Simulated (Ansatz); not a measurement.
# Phonons of Os (P6_3/mmc, 2 atoms in the cell) against volume

Wanted: Grüneisen parameters and pressure coefficients of the modes of Os (P6_3/mmc, 2 atoms in the cell).

Program: Ansatz 0.2.0. Level of theory: DFT PBEsol, scalar-relativistic, plane waves, PAW; PAW set soft_1. Results are calculated unless marked as measured.

### Step 1. Set-up

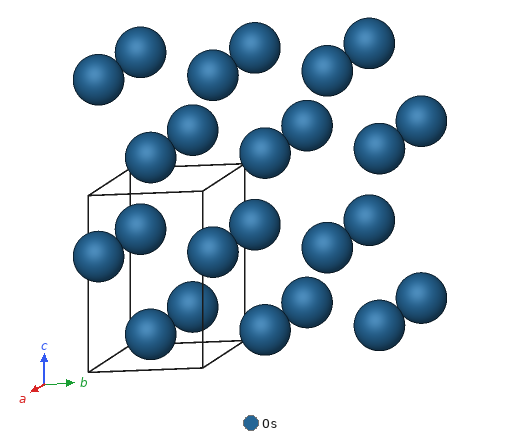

The cell as given, slightly off an axis (osmium blue). 2×3×2 cells are drawn.

### Step 2. Relaxation

The cell and atoms are relaxed, since residual forces and stress would shift the frequencies.

Input file input.yaml:

```yaml
crystal:
  lattice:
    - [2.7341, 0.0, 0.0]
    - [-1.36705, 2.3678000565, 0.0]
    - [0.0, 0.0, 4.3197]
  atoms:
    - { symbol: Os, position: [0.33333333, 0.66666667, 0.25] }
    - { symbol: Os, position: [0.66666667, 0.33333333, 0.75] }
kpoints:
  mp_grid: { grid: [18, 18, 10] }
hamiltonian:
  xc: pbesol
  pseudopotentials: { kind: paw, azcp: { folder: soft_1 }, xc_functional: pbe }
scf:
  occupations: { method: gaussian, width: 0.1 }
output:
  forces: true
  stress: true
  eigenvalues: true
relax:
  adjacent_minimum: "off"
  f_tol: 0.005
  max_steps: 80
  cell: { stress_tol: 0.05 }
```

The run is started by

```sh
ansatz run input.yaml --threads 4 --pin off --max-ram 10240MiB --backend cpu --events-out ev --progress --plain --runs-dir out
```

Numbers of over 12 decimals in the logs are rounded to 6 here.

Output:

```text
Engine: ansatz 0.2.0, x86_64-unknown-linux-gnu
Pseudopotentials: kind: paw
Pseudopotential: Os, paw, valence charge 16, recommended cutoff 420 eV (normal), soft_1/Os.paw.azcp
Functional definition: PBEsol
  exchange = pbesol_x
  correlation = pbesol_c
Crystal: 2 atoms, lattice volume = 27.965 Å³
Basis set: ecut = 420 eV, 537 PW (Γ), exchange–correlation on 40×40×60 points (8 copies of the dense FFT grid, shifted against one another)
Bands: 20, of which v1, the nominal top of the filled ones, is band 16 counted from 1 (15 counted from 0)
Symmetry: 24 space group operations
Space group: P63/mmc (ITA 194), of the structure as read, at distance tolerance 3.0e-5 Å
k-points: 222 of 3240
Non-local potential: Os, projectors of the file, l = 0: 3, l = 1: 2, l = 2: 2, l = 3: 1
PAW form: soft (Blöchl's): semilocal exchange-correlation on the pseudo side does not see the compensation charge
PAW frozen core: Os, regenerated for the run's functional, and the local potential with it (the file was generated under x = pbe(κ = 0.804, μ = 0.219515), c = pbe(β = 0.066725))
PAW one-centre angular grid: Os, 590 points (default); XC on 64 Gauss nodes
Initial density: superposition of atomic densities (chi_scale 0.1, normalization cell)
Initial wavefunctions: pseudopotential atomic-orbital guess
Functional: x = pbesol(κ = 0.804, μ = 0.123457), c = pbesol(β = 0.046)
SCF iter   1: F=—  HF=-22505.017189 eV  |F-HF|=—  |Δ(HF+E_count)|=         —  Δρ=6.34e-2  dr2=9.63e-1  ethr=3.10e-3  ⟨swp⟩=4.8  Hψ=17423  notcnv=0
preconditioner: auto → none  [metal: Δε(μ)=0.011 eV  Ē_g=7.101 eV  σ=0.100 eV  W_gap=0.06  n_scr=8 (ndim 8)  ℏωp=28.1 eV  f_vac=0.000  D(μ)=1.55/eV (n_scr^D=22)  sad-step TF]
SCF iter   2: F=—  HF=-22504.759015 eV  |F-HF|=—  |Δ(HF+E_count)|=   2.58e-1  Δρ=3.62e-2  dr2=3.00e-1  ethr=3.01e-3  ⟨swp⟩=2.0  Hψ=7010  notcnv=0  defer=51
SCF iter   3: F=—  HF=-22504.655504 eV  |F-HF|=—  |Δ(HF+E_count)|=   1.04e-1  Δρ=1.84e-3  dr2=3.43e-4  ethr=9.38e-4  ⟨swp⟩=2.0  Hψ=6962  notcnv=0  defer=51
SCF iter   4: F=—  HF=-22504.655434 eV  |F-HF|=—  |Δ(HF+E_count)|=   6.91e-5  Δρ=2.57e-4  dr2=1.28e-5  ethr=1.07e-6  ⟨swp⟩=2.0  Hψ=7909  notcnv=0  defer=51
SCF iter   5: F=—  HF=-22504.655444 eV  |F-HF|=—  |Δ(HF+E_count)|=   9.63e-6  Δρ=5.35e-5  dr2=2.82e-7  ethr=4.00e-8  ⟨swp⟩=2.6  Hψ=7336  notcnv=0  defer=51
SCF iter   6: F=-22504.655444 eV  HF=-22504.655444 eV  |F-HF|=1.84e-8  |Δ(HF+E_count)|=   1.28e-7  Δρ=1.30e-5  dr2=3.25e-8  ethr=3.13e-10  ⟨swp⟩=5.7  Hψ=17456  notcnv=0
SCF 1 converged in 6 iterations: F = -22504.655444 eV  dr2 = 3.25e-8
  greatest PAW one-centre occupation: 1.000 electrons in one spin orbital (limit 2), on the Os atom at site 1 (counted from 0), in its partial waves of l = 0
relax step   1: F+E_penalty+E_count = -22504.65544419 eV  Δ(F+E_penalty+E_count) = +0.000e0 eV  max|allowed force component| = 1.480e-16 eV/Å  Δτ_max = 0.0000 Å  P = -2.721 GPa  Ω = 27.965 Å³  (6 SCF iters, dr2 threshold 1.00e-7 eV, accepted)
Crystal: 2 atoms, lattice volume = 27.408 Å³
Initial density: handed on by an earlier stage of this run
Initial wavefunctions: those handed on with the density
iter 1 solved again at ethr=2.70e-7 eV; its pass at ethr=3.10e-3 eV (dr2=8.63e-5 eV) is discarded
SCF iter   1: F=—  HF=-22504.650169 eV  |F-HF|=—  |Δ(HF+E_count)|=         —  Δρ=9.00e-4  dr2=7.89e-5  ethr=2.70e-7  ⟨swp⟩=2.4  Hψ=26839  notcnv=0
preconditioner: auto → none  [metal: Δε(μ)=0.021 eV  Ē_g=7.058 eV  σ=0.100 eV  W_gap=0.12  n_scr=8 (ndim 8)  ℏωp=28.4 eV  f_vac=0.000  D(μ)=1.43/eV (n_scr^D=22)]
SCF iter   2: F=—  HF=-22504.650201 eV  |F-HF|=—  |Δ(HF+E_count)|=   3.15e-5  Δρ=4.25e-4  dr2=1.57e-5  ethr=2.47e-7  ⟨swp⟩=1.0  Hψ=4440  notcnv=0
iter 3 did not close the SCF: its close was put off for the readings that it lacked (scf_convergence_deferred on its scf_iter line)
SCF iter   3: F=-22504.650210 eV  HF=-22504.650210 eV  |F-HF|=1.08e-7  |Δ(HF+E_count)|=   9.54e-6  Δρ=3.02e-5  dr2=1.91e-7  ethr=4.90e-8  ⟨swp⟩=1.0  Hψ=4440  notcnv=0
iter 4 did not close the SCF: its close was put off for the readings that it lacked (scf_convergence_deferred on its scf_iter line)
SCF iter   4: F=-22504.650210 eV  HF=-22504.650210 eV  |F-HF|=2.30e-9  |Δ(HF+E_count)|=   5.21e-8  Δρ=6.51e-6  dr2=2.25e-9  ethr=5.97e-10  ⟨swp⟩=2.0  Hψ=7916  notcnv=0
iter 5 did not close the SCF: its close was put off for the readings that it lacked (scf_convergence_deferred on its scf_iter line)
SCF iter   5: F=-22504.650210 eV  HF=-22504.650210 eV  |F-HF|=1.46e-11  |Δ(HF+E_count)|=   2.53e-9  Δρ=1.39e-6  dr2=1.12e-10  ethr=7.04e-12  ⟨swp⟩=2.3  Hψ=6805  notcnv=0
SCF iter   6: F=-22504.650210 eV  HF=-22504.650210 eV  |F-HF|=1.46e-11  |Δ(HF+E_count)|=  7.28e-12  Δρ=1.21e-7  dr2=1.77e-12  ethr=1.00e-12  ⟨swp⟩=1.0  Hψ=9768  notcnv=0
SCF 2 converged in 6 iterations: F = -22504.650210 eV  dr2 = 1.77e-12
relax step   2: F+E_penalty+E_count = -22504.65021043 eV  Δ(F+E_penalty+E_count) = +5.234e-3 eV  max|allowed force component| = 5.089e-17 eV/Å  Δτ_max = 0.0000 Å  P = +6.072 GPa  Ω = 27.408 Å³  energy of the carried Pulay correction = +3.983e-4 eV  (6 SCF iters, dr2 threshold 2.00e-7 eV, rejected (line search))
Crystal: 2 atoms, lattice volume = 27.790 Å³
iter 1 solved again at ethr=1.26e-7 eV; its pass at ethr=3.10e-3 eV (dr2=4.04e-5 eV) is discarded
SCF iter   1: F=—  HF=-22504.657098 eV  |F-HF|=—  |Δ(HF+E_count)|=         —  Δρ=6.20e-4  dr2=3.84e-5  ethr=1.26e-7  ⟨swp⟩=3.1  Hψ=25465  notcnv=0
preconditioner: auto → none  [metal: Δε(μ)=0.019 eV  Ē_g=6.929 eV  σ=0.100 eV  W_gap=0.11  n_scr=8 (ndim 8)  ℏωp=28.2 eV  f_vac=0.000  D(μ)=1.48/eV (n_scr^D=22)]
SCF iter   2: F=—  HF=-22504.657119 eV  |F-HF|=—  |Δ(HF+E_count)|=   2.09e-5  Δρ=2.94e-4  dr2=7.74e-6  ethr=1.20e-7  ⟨swp⟩=1.0  Hψ=4440  notcnv=0
SCF iter   3: F=—  HF=-22504.657122 eV  |F-HF|=—  |Δ(HF+E_count)|=   3.68e-6  Δρ=1.88e-5  dr2=6.40e-8  ethr=2.42e-8  ⟨swp⟩=1.3  Hψ=5050  notcnv=0
SCF iter   4: F=—  HF=-22504.657126 eV  |F-HF|=—  |Δ(HF+E_count)|=   3.75e-6  Δρ=4.66e-6  dr2=1.25e-9  ethr=2.00e-10  ⟨swp⟩=2.1  Hψ=7966  notcnv=0
SCF iter   5: F=—  HF=-22504.657126 eV  |F-HF|=—  |Δ(HF+E_count)|=  9.46e-10  Δρ=8.44e-7  dr2=4.42e-11  ethr=3.90e-12  ⟨swp⟩=2.3  Hψ=6225  notcnv=0
SCF iter   6: F=-22504.657126 eV  HF=-22504.657126 eV  |F-HF|=3.64e-12  |Δ(HF+E_count)|=  3.64e-12  Δρ=7.49e-8  dr2=8.72e-13  ethr=1.00e-12  ⟨swp⟩=5.1  Hψ=17897  notcnv=0
SCF 3 converged in 6 iterations: F = -22504.657126 eV  dr2 = 8.72e-13
relax step   3: F+E_penalty+E_count = -22504.65712601 eV  Δ(F+E_penalty+E_count) = -1.682e-3 eV  max|allowed force component| = 8.327e-17 eV/Å  Δτ_max = 0.0000 Å  P = -0.072 GPa  Ω = 27.790 Å³  energy of the carried Pulay correction = +1.241e-4 eV  (6 SCF iters, accepted)
[...]
relax step   4: F+E_penalty+E_count = -22504.65713054 eV  Δ(F+E_penalty+E_count) = -4.531e-6 eV  max|allowed force component| = 7.401e-17 eV/Å  Δτ_max = 0.0000 Å  P = +0.001 GPa  Ω = 27.785 Å³  energy of the carried Pulay correction = +1.274e-4 eV  (6 SCF iters, dr2 threshold 1.66e-8 eV, accepted)
Initial wavefunctions: pseudopotential atomic-orbital guess (no wavefunctions were taken with the density)
iter 1 solved again at ethr=1.76e-8 eV; its pass at ethr=3.10e-3 eV (dr2=5.64e-6 eV) is discarded
SCF iter   1: F=—  HF=-22504.656981 eV  |F-HF|=—  |Δ(HF+E_count)|=         —  Δρ=1.72e-5  dr2=1.55e-8  ethr=1.76e-8  ⟨swp⟩=3.3  Hψ=30769  notcnv=0
SCF iter   2: F=—  HF=-22504.656995 eV  |F-HF|=—  |Δ(HF+E_count)|=   1.35e-5  Δρ=7.98e-6  dr2=2.58e-9  ethr=4.83e-11  ⟨swp⟩=2.3  Hψ=7867  notcnv=0
SCF iter   3: F=—  HF=-22504.656995 eV  |F-HF|=—  |Δ(HF+E_count)|=   1.56e-9  Δρ=1.11e-6  dr2=4.85e-11  ethr=8.05e-12  ⟨swp⟩=2.5  Hψ=8075  notcnv=0
iter 4 did not close the SCF: its close was put off for the readings that it lacked (scf_convergence_deferred on its scf_iter line)
SCF iter   4: F=-22504.656995 eV  HF=-22504.656995 eV  |F-HF|=3.64e-12  |Δ(HF+E_count)|=  6.91e-11  Δρ=1.44e-7  dr2=1.23e-12  ethr=1.00e-12  ⟨swp⟩=1.0  Hψ=4440  notcnv=0
iter 5 did not close the SCF: its close was put off for the readings that it lacked (scf_convergence_deferred on its scf_iter line)
SCF iter   5: F=-22504.656995 eV  HF=-22504.656995 eV  |F-HF|=0.00e0  |Δ(HF+E_count)|=    0.00e0  Δρ=8.01e-9  dr2=9.59e-15  ethr=1.00e-12  ⟨swp⟩=1.0  Hψ=4440  notcnv=0
iter 6 did not close the SCF: its close was put off for the readings that it lacked (scf_convergence_deferred on its scf_iter line)
SCF iter   6: F=-22504.656995 eV  HF=-22504.656995 eV  |F-HF|=0.00e0  |Δ(HF+E_count)|=  3.64e-12  Δρ=1.69e-9  dr2=1.77e-16  ethr=1.00e-12  ⟨swp⟩=1.0  Hψ=4440  notcnv=0
iter 7 did not close the SCF: its close was put off for the readings that it lacked (scf_convergence_deferred on its scf_iter line)
SCF iter   7: F=-22504.656995 eV  HF=-22504.656995 eV  |F-HF|=7.28e-12  |Δ(HF+E_count)|=  7.28e-12  Δρ=4.83e-10  dr2=8.75e-18  ethr=1.00e-12  ⟨swp⟩=1.0  Hψ=4440  notcnv=0
SCF iter   8: F=-22504.656995 eV  HF=-22504.656995 eV  |F-HF|=7.28e-12  |Δ(HF+E_count)|=  7.28e-12  Δρ=3.00e-11  dr2=2.18e-19  ethr=1.00e-12  ⟨swp⟩=1.5  Hψ=9913  notcnv=0
SCF 5 converged in 8 iterations: F = -22504.656995 eV  dr2 = 2.18e-19
relax step   5: F+E_penalty+E_count = -22504.65699457 eV  Δ(F+E_penalty+E_count) = +1.360e-4 eV  max|allowed force component| = 9.252e-17 eV/Å  Δτ_max = 0.0000 Å  P = +0.004 GPa  Ω = 27.785 Å³  stress off target by 6.71e-3 GPa  SCF on the basis re-selected at this cell (its energy is not comparable with the rows above)  (8 SCF iters)
basis re-selected at this cell: Δ(F+E_penalty+E_count) = +1.360e-4 eV, ΔP = +0.003 GPa vs the last step (what re-selecting the basis moved, of the pressure what is left beyond the Pulay correction that the steps carried, after the strain that the cell walked since its last selection, with what the two solves' SCF thresholds leave and, on support functions, any second-order correction that the steps lacked; it is no m [...]
SCF converged after 8 iterations
Free energy (F): -22504.656995 eV
Harris-Foulkes:  -22504.656995 eV  (|F-HF|=7.28e-12)
Internal energy: -22504.649591 eV  (E = F + TS)
E sigma→0 (E₀):  -22504.653293 eV
Entropy (-TS):   -0.007404 eV (-3.702 meV/atom)
Fermi energy:    26.046867 eV
--- Per-component energies (eV) ---
  E_band       = -129.459485
  E_kinetic    = 985.153081
  E_local      = -1813.819440  (includes V_loc(G=0)·N_el)
  E_nonlocal   = 398.204403
  E_hartree    = 648.925184
  E_xc         = -465.821906
  E_vxc        = -492.801561  (∫ρ·V_xc dr)
  E_paw        = -17829.671438  (= ΣΔE_a)
  E_vpaw       = -504.047213  (= ΣTr[D̂ρ^β])
  E_aug_tail   = 0.000876  (compensation charges beyond the density's cutoff)
  E_ewald      = -4428.116346
  E_core_change = 0.495995  (= ΣΔE_core)
  E_smearing   = -0.007404  (= −TS)
  E_closure    = 0.000000  (closes the sum)
  Σ components = -22504.656995   (vs F -22504.656995, Δ=0.00e0)
--- Forces (eV/Å), atoms counted from 1 ---
  atom   1  Os     0.00000000    -0.00000000     0.00000000
  atom   2  Os     0.00000000     0.00000000     0.00000000
  max |Σ_I F_I| component: 0.00e0 eV/Å
--- Stress (GPa, compression-positive) ---
        0.003195      -0.000000       0.000000
        0.000000       0.003195       0.000000
        0.000000       0.000000       0.006710
  P = ⅓ Tr σ = 0.0044 GPa (0.044 kbar)
--- Band table (eV; the first three rows and the last of 222) ---
  k-point 0: bands = [... 12 lower, 23.2000, 23.8044, 23.8044, 24.4824, 24.4824, 26.0382, 27.7691, 27.7691]
  k-point 1: bands = [... 12 lower, 23.1257, 23.7206, 23.7206, 24.6760, 24.6760, 25.6222, 27.7876, 27.7876]
  k-point 2: bands = [... 12 lower, 22.9245, 23.5040, 23.5040, 24.6524, 25.1481, 25.1481, 27.7968, 27.7968]
  k-point 221: bands = [... 12 lower, 22.5768, 22.5768, 24.6606, 24.6606, 27.7081, 27.7081, 34.4628, 34.4628]
--- Relaxed structure (4 steps of the walk, 3 accepted, 1 SCFs on fresh bases) ---
  F+E_penalty+E_count = -22504.65699457 eV   max|allowed force component| = 9.252e-17 eV/Å   (the final SCF, on the basis selected at the relaxed cell)
  cell:  # Å, volume = 27.7854 Å³
    - [2.727274, 0, 0.0]
    - [-1.363637, 2.361889, 0]
    - [0.0, 0, 4.313486]
  atoms:
    - { symbol: Os, position: [0.333333, 0.666667, 0.250000] }
    - { symbol: Os, position: [0.666667, 0.333333, 0.750000] }
```

Wall time 2.9 s (4 threads of AMD EPYC 9B45 (Zen 5), shared host); peak memory 0.48 GiB.

Relaxation path:

```tsv
step	energy less that of the first step (eV)	largest force component (eV/Å)	pressure (GPa)	volume (Å³)
1	0.0000	0.0000	-2.72	27.96
2	0.0052	0.0000	6.07	27.41
3	-0.0017	0.0000	-0.07	27.79
4	-0.0017	0.0000	0.00	27.79
5*	-0.0016	0.0000	0.00	27.79
```

Relaxation steps marked * repeat the geometry before them on a plane-wave basis chosen anew for their cell, so energy and pressure can jump there. Relaxation step 2 was tried and not accepted.

The run keeps the 24 symmetry operations that it works with, so distortions that break them were not tested.

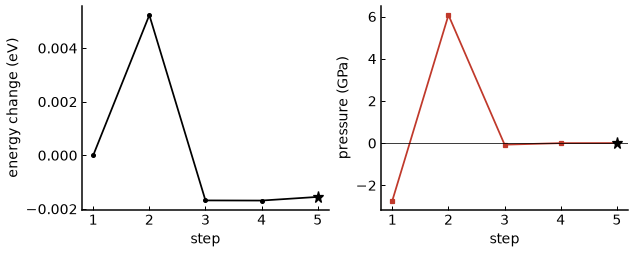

Energy and pressure along the relaxation. Stars mark steps on a basis chosen anew.

```tsv
conventional cell, symmetrised	before	after	change
a (Å)	2.734	2.727	-0.2 %
b (Å)	2.734	2.727	-0.2 %
c (Å)	4.320	4.313	-0.1 %
volume (Å³/atom)	13.98	13.89	-0.6 %
```

Final coordinates:

```xyz
2
Lattice="2.7273 0.0000 0.0000 -1.3636 2.3619 0.0000 0.0000 0.0000 4.3135" Properties=species:S:1:pos:R:3 pbc="T T T"
Os    0.0000    1.5746    1.0784
Os    1.3636    0.7873    3.2351
```

Numbers from this step:

* pressure: 0.004366 GPa
* volume per atom: 13.89 Å³
* gap on the k-mesh: 0 eV

In this step the volume went from 13.98 to 13.89 Å³/atom.

### Step 3. Tight relaxation

Phonons need small forces and stress, so the relaxation is finished with tight tolerances on 18×18×12 k points.

input.yaml, the sections that differ from step 2:

```yaml
crystal:
  lattice:
    - [2.727274435, 0.0, 0.0]
    - [-1.3636372175, 2.3618889438, 0.0]
    - [0.0, 0.0, 4.3134858177]
  atoms:
    - { symbol: Os, position: [0.3333333333, 0.6666666667, 0.25] }
    - { symbol: Os, position: [0.6666666667, 0.3333333333, 0.75] }
kpoints:
  mp_grid: { grid: [18, 18, 12] }
scf:
  occupations: { method: methfessel_paxton, width: 0.2 }
relax:
  adjacent_minimum: "off"
  f_tol: 0.001
  max_steps: 60
  cell: { stress_tol: 0.01 }
# hamiltonian, output: as in step 2
```

Output:

```text
[...]
Crystal: 2 atoms, lattice volume = 27.785 Å³
Basis set: ecut = 420 eV, 537 PW (Γ), exchange–correlation on 40×40×60 points (8 copies of the dense FFT grid, shifted against one another)
Bands: 20, of which v1, the nominal top of the filled ones, is band 16 counted from 1 (15 counted from 0)
Symmetry: 24 space group operations
[...]
k-points: 259 of 3888
[...]
k-point 258: bands = [... 12 lower, 22.5800, 22.5800, 24.6653, 24.6653, 27.7072, 27.7072, 34.4635, 34.4635]
--- Relaxed structure (3 steps of the walk, 2 accepted, 1 SCFs on fresh bases) ---
[...]
cell:  # Å, volume = 27.7828 Å³
    - [2.727882, 0.0, 0.0]
    - [-1.363941, 2.362415, 0.0]
    - [0.0, 0.0, 4.311167]
  atoms:
    - { symbol: Os, position: [0.333333, 0.666667, 0.25] }
    - { symbol: Os, position: [0.666667, 0.333333, 0.750000] }
[key lines of the parts left out:]
SCF converged after 4 iterations
Free energy (F): -22504.656562 eV
Fermi energy:    26.052882 eV
P = ⅓ Tr σ = -0.0003 GPa (-0.003 kbar)
```

It took 2.7 s on 4 threads; peak memory 0.49 GiB.

Little changed from the start: no atom moved by 0.005 Å and no cell edge by 0.1 %.

This step gave:

* pressure: -3.14e-4 GPa

The forces vanish by symmetry and the pressure is 0.000 GPa, within the tolerances set. The cell now holds 13.89 Å³/atom.

[end of part 1 of 2]

[Logs are printed without paths, hosts, clocks, repeated set-up lines and the standing remarks that a program may print on its own settings, such as how far it seeks lower states.]

[Hosts, paths, dates, database ids (printed as entryN), source tags and the programs' standing remarks are cut or masked in the printed files.]
